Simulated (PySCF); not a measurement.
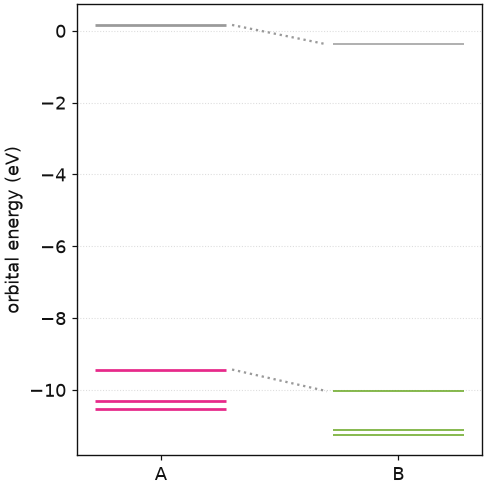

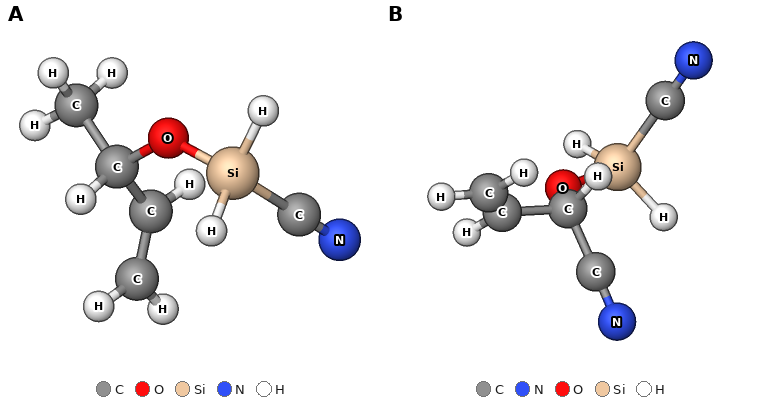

Related molecules: A is C₅H₉NOSi, SMILES C=C[C@H](C)O[SiH2]C#N; B is C₅H₆N₂OSi, SMILES C=C[C@@H](C#N)O[SiH2]C#N. Frontier orbital energies, CAM-B3LYP/def2-SVPD in PySCF, at a GFN2-xTB geometry (no frequency check); drawn are at most three filled levels and, in grey, the LUMO with any level within 0.03 eV of it; dotted lines join the HOMOs and the LUMOs.

**What does the change do to the frontier levels?**

From A to B the HOMO falls by 0.60 eV and the LUMO falls by 0.54 eV, so the separation goes from 9.60 to 9.66 eV.

Limits of at least one run: empty levels above zero depend strongly on the basis; one conformer of a flexible molecule; the tight-binding geometry is rougher than a DFT one and adds to the error.
